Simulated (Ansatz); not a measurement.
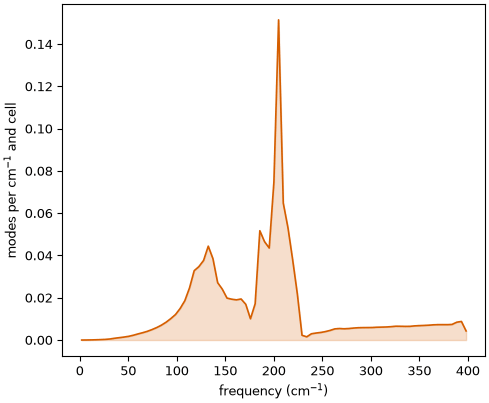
Phonon density of states of LiCl in the rock salt structure; finite displacements on a 6×6×6 mesh, r2SCAN in Ansatz (a program for electronic structure), k mesh 12×12×12

Problem. Where is the tallest peak, and is there a gap in the spectrum?

Solution. The tallest peak lies near 200 cm⁻¹. No clear gap shows at this resolution.

The PAW data sets were generated under PBE and serve the other functionals too.
